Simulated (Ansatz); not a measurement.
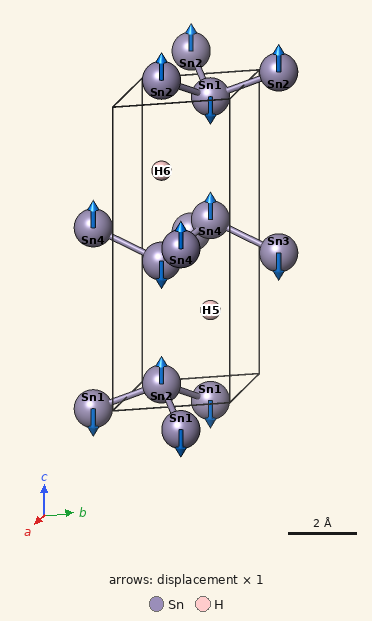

This is a relaxation of a crystal of Sn$_{2}$H (a generated structure, set up in P6_3/mmc) (coarse preliminary run). The starting structure is drawn; blue arrows show the displacements (the part carried along by the change of the cell is left out), at their true length.

The picture is a ball-and-stick view of the cell of the calculation, seen slightly off an axis.

All numbers below come from DFT PBE, scalar-relativistic, plane waves, PAW (Ansatz).

The input:
```yaml
crystal:
  lattice:
    - [3.61524317, 0.0, 0.0]
    - [-1.80762159, 3.13089243, 0.0]
    - [0.0, 0.0, 9.2988876]
  atoms:
    - { symbol: Sn, position: [0.33333333, 0.66666667, 0.95204628] }
    - { symbol: Sn, position: [0.66666667, 0.33333333, 0.04795372] }
    - { symbol: Sn, position: [0.66666667, 0.33333333, 0.45204628] }
    - { symbol: Sn, position: [0.33333333, 0.66666667, 0.54795372] }
    - { symbol: H, position: [0.33333333, 0.66666667, 0.25] }
    - { symbol: H, position: [0.66666667, 0.33333333, 0.75] }
basis:
  ecutwfc: 420
kpoints:
  mp_grid: { grid: [6, 6, 2] }
hamiltonian:
  xc: pbe
scf:
  occupations: { method: gaussian, width: 0.1 }
  lower_state_search: "off"
output:
  forces: true
  stress: true
  eigenvalues: true
relax:
  adjacent_minimum: "off"
  f_tol: 0.04
  max_steps: 70
  cell: { stress_tol: 0.4 }
```

Launched with:
```bash
ansatz run input.yaml --threads 1 --pin off --max-ram 2560MiB --backend cpu --events-out ev --progress --plain --runs-dir out
```

Q: Atoms of which element are displaced furthest, and by how much?

A: Tin: up to 0.86 Å, against 0.00 Å for hydrogen.

Q: What happened in the run?

A: The largest moves relative to the cell, 0.86 Å, are those of Sn1, Sn2, Sn3 and Sn4. Sn3 goes along −c. H stays in place. Cell: a = b 3.615 → 3.398 Å (−6.0 %), c 9.299 → 12.015 Å (+29.2 %). Volume +14.1 %. Among the contacts that change: Sn1–Sn2 2.270 → 3.483 Å, Sn1–Sn4 3.758 → 3.129 Å. New bonds form: Sn1–Sn4 (3.76 → 3.13 Å), Sn2–Sn3 (3.76 → 3.13 Å). Bonds break: Sn1–Sn2 (2.27 → 3.48 Å), Sn3–Sn4 (2.27 → 3.48 Å). The space group stays P6_3/mmc (No. 194). After 14 accepted moves (17 points after the start) the energy has fallen by 2315 meV per atom. Largest force component: 10 eV/Å at the start, 0.029 eV/Å at the end. The pressure goes from 64.41 to −0.02 GPa. The line search rejected the trial step at point 11 of the run. At 2 points the geometry stayed and the basis and grid were re-selected for the new cell (energy shift of 12.6 meV per atom at most each time).
